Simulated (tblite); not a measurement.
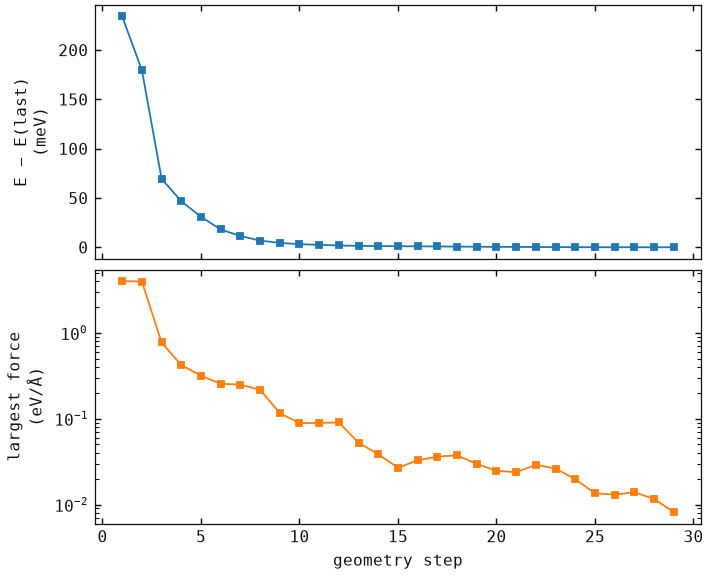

History of a geometry optimisation.

C₅H₆ClF (SMILES FC[C@H]1C/C1=C/Cl); tblite, GFN2-xTB geometry optimisation, gas phase.

### How did it end, and what did it gain?

The optimisation met its thresholds at geometry 29, counting the start as the first. The energy fell by about 230 meV from the first step to the last. The largest force goes from about 4 eV/Å at the start to 8 × 10⁻³ eV/Å at the end.

### By which step was nine tenths of the energy gained?

By step 6 of 29.
